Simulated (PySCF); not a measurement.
```json
{"atom": "C", "x (Å)": "2.5753", "y (Å)": "1.1822", "z (Å)": "0.2569"}
{"atom": "B", "x (Å)": "1.7617", "y (Å)": "-0.1788", "z (Å)": "0.1165"}
{"atom": "C", "x (Å)": "2.4883", "y (Å)": "-1.5893", "z (Å)": "0.2569"}
{"atom": "N", "x (Å)": "0.4353", "y (Å)": "-0.1350", "z (Å)": "-0.1419"}
{"atom": "C", "x (Å)": "-0.7825", "y (Å)": "-0.0793", "z (Å)": "-0.3071"}
{"atom": "C", "x (Å)": "-1.6939", "y (Å)": "-0.0187", "z (Å)": "-1.5055"}
{"atom": "C", "x (Å)": "-2.9066", "y (Å)": "-0.0165", "z (Å)": "-0.5574"}
{"atom": "C", "x (Å)": "-1.9638", "y (Å)": "-0.0634", "z (Å)": "0.6712"}
{"atom": "C", "x (Å)": "-2.0048", "y (Å)": "1.0958", "z (Å)": "1.5118"}
{"atom": "N", "x (Å)": "-2.0389", "y (Å)": "2.0450", "z (Å)": "2.1498"}
{"atom": "H", "x (Å)": "1.9313", "y (Å)": "2.0518", "z (Å)": "0.3572"}
{"atom": "H", "x (Å)": "3.2010", "y (Å)": "1.3357", "z (Å)": "-0.6203"}
{"atom": "H", "x (Å)": "3.2403", "y (Å)": "1.1545", "z (Å)": "1.1165"}
{"atom": "H", "x (Å)": "3.4424", "y (Å)": "-1.5974", "z (Å)": "-0.2637"}
{"atom": "H", "x (Å)": "2.7000", "y (Å)": "-1.7915", "z (Å)": "1.3054"}
{"atom": "H", "x (Å)": "1.8913", "y (Å)": "-2.4155", "z (Å)": "-0.1204"}
{"atom": "H", "x (Å)": "-1.5711", "y (Å)": "0.8852", "z (Å)": "-2.1003"}
{"atom": "H", "x (Å)": "-1.6140", "y (Å)": "-0.8819", "z (Å)": "-2.1647"}
{"atom": "H", "x (Å)": "-3.5145", "y (Å)": "0.8846", "z (Å)": "-0.6060"}
{"atom": "H", "x (Å)": "-3.5514", "y (Å)": "-0.8880", "z (Å)": "-0.6426"}
{"atom": "H", "x (Å)": "-2.0342", "y (Å)": "-0.9627", "z (Å)": "1.2876"}
```

Geometry: GFN2-xTB.

Method: PBE0/pcSseg-1, SCF density, gas phase, non-relativistic (PySCF 2.14.0).

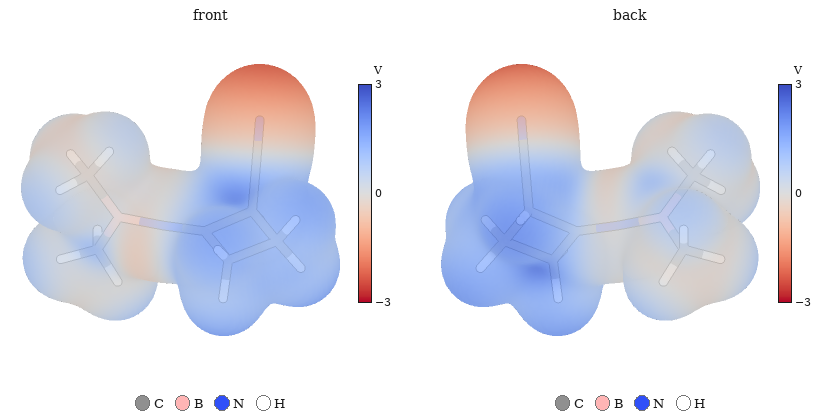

C7H11BN2. The molecular electrostatic potential painted on the density surface at 0.004 e/bohr³, seen from the front and from behind; the colour scale runs from red (negative) to blue (positive).

> Where is the surface potential most negative and most positive?

The most negative region (about −2.1 V) lies over N10, the most positive (about +1.9 V) over the C and H atoms. N10 is the likeliest acceptor of a hydrogen bond.
